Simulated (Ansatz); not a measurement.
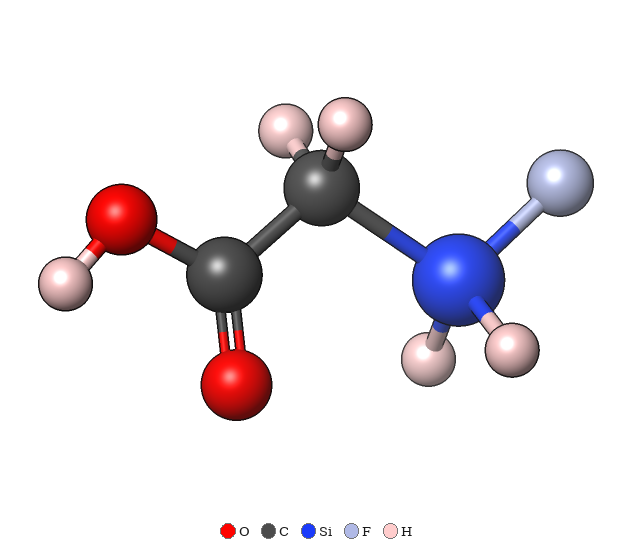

The computed structure is the end point of a PBE0-D4/def2-TZVP optimisation. No frequency run is at hand to confirm it as a minimum.

Draw it as a skeletal formula.

SMILES: O=C(O)C[SiH2]F

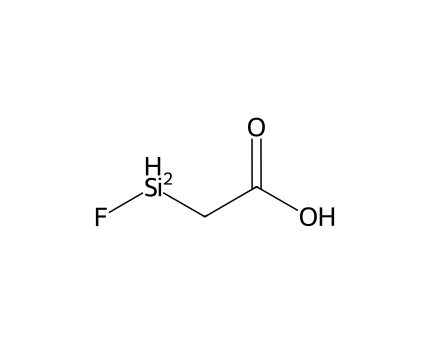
